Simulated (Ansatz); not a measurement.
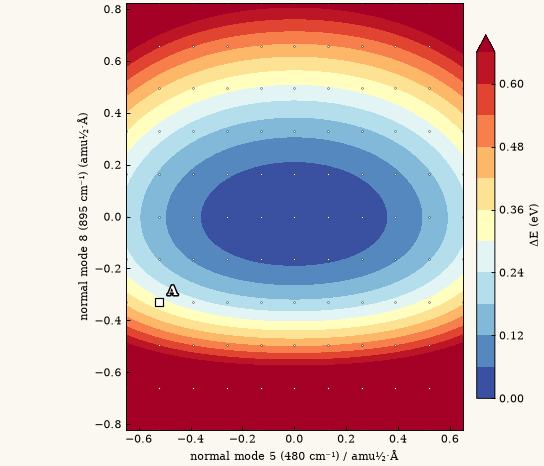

CH₄AlFN, SMILES C=[NH+][AlH][F], charge +1. 
- First axis: normal mode 5 (480 cm⁻¹). Second axis: normal mode 8 (895 cm⁻¹).
- Nothing is relaxed (straight displacements along the two mass-weighted modes).
- The grid has 11 × 11 points; 110 points were computed and 11 follow by symmetry.
- Points are written as (first, second).
- All energies are given in eV relative to the lowest grid point.
- Level of theory: RKS PBE-D4/def2-SVP in Ansatz.

Drawn: filled contours, dots at the grid points, one colour for all values above the top of the scale, the point A. Between grid points the surface is interpolated.

Q: Is A at rest? If not, where is it pushed?

A: A, at (−0.52 amu½·Å, −0.330 amu½·Å), is not a stationary point. The computed force is 0.56 eV for each amu½·Å towards larger values of normal mode 5 (480 cm⁻¹) and 1.2 eV for each amu½·Å towards larger values of normal mode 8 (895 cm⁻¹).
